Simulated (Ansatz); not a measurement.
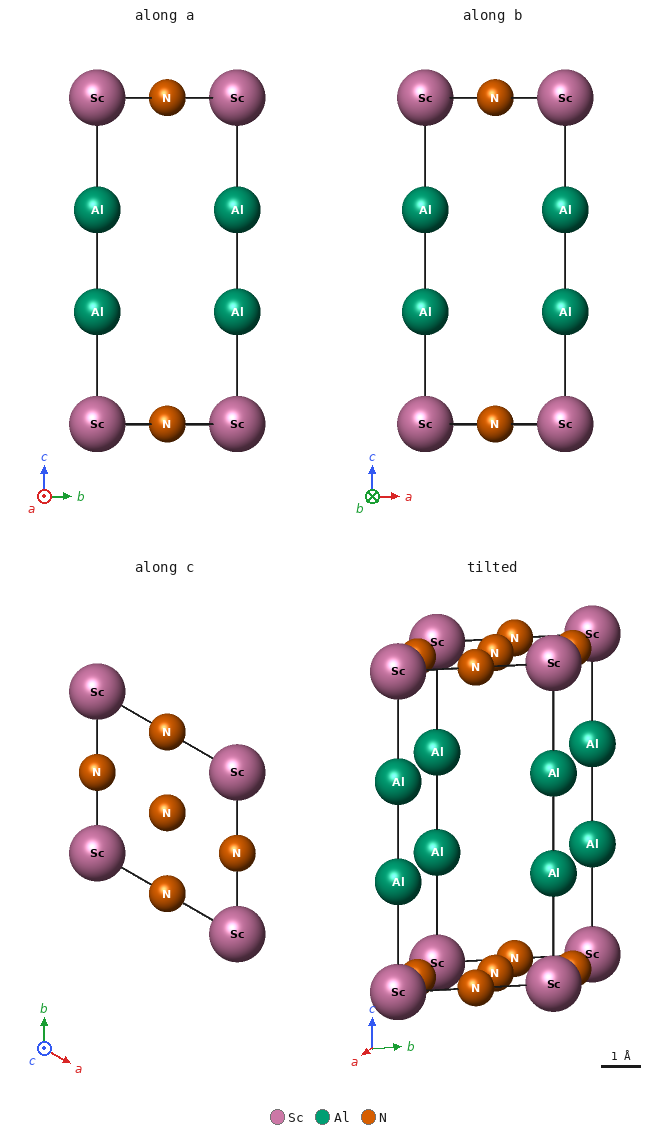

The crystal in a spheres-only representation, seen along the a axis, along the b axis, along the c axis and slightly off an axis. The conventional unit cell is drawn as a box.

Lattice parameters: a = 4.193 Å, b = 4.193 Å, c = 8.464 Å, α = 90.00°, β = 90.00°, γ = 120.00°. Put a along x and b in the xy plane.

> Record the structure as a POSCAR file, with free fractional coordinates to two decimals.

```
Sc Al N
1.0
     4.193    0.000    0.000
    -2.097    3.631    0.000
     0.000    0.000    8.464
Sc Al N
1 2 3
Direct
  0.00 0.00 0.00
  0.00 0.00 0.34
  0.00 0.00 0.66
  0.50 0.00 0.00
  0.00 0.50 0.00
  0.50 0.50 0.00
```

Its origin is a random cell made by a generator, so it need not be a real form of the compound. Earlier steps of the study, as a rule a relaxation of our own, may have changed the cell and positions, so they can lie some per cent off the listed ones. A calculation with Ansatz used it as input.
